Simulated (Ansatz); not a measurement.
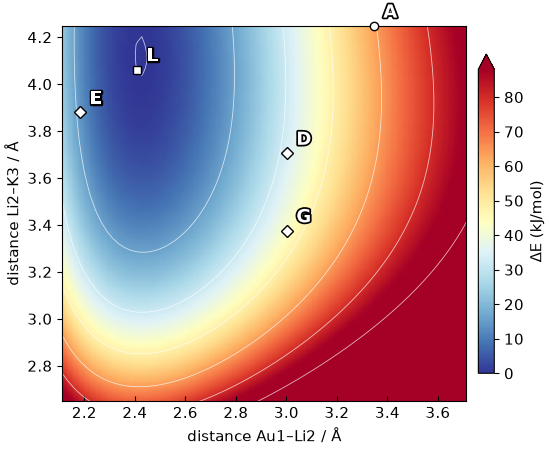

The system Au + LiK, spin multiplicity 2. 
- Coordinates scanned: (1) distance Au1–Li2; (2) distance Li2–K3.
- Nothing is relaxed (the angle Au1–Li2–K3 is fixed at 180 degrees).
- The scan uses a 12 × 12 grid.
- Points are written as (first, second).
- All energies are given in kJ/mol relative to the lowest grid point.
- All numbers below come from Ansatz 0.2.0, UHF/def2-TZVPD.

Drawn: a smooth colour map with a few white contour lines, one colour for all values above the top of the scale, lettered points. Between grid points the surface is interpolated.

What kind of point is each of D, E, G, L: minimum, saddle, maximum or slope?

Answer. D: on a slope; E: on a slope; G: on a slope; L: minimum. (In these two coordinates alone; a stationary point may lie a little off the grid point.)

Rank the lettered points by energy, lowest first.

Answer. L (0 kJ/mol), E (14 kJ/mol), D (34 kJ/mol), G (43 kJ/mol), A (63 kJ/mol).
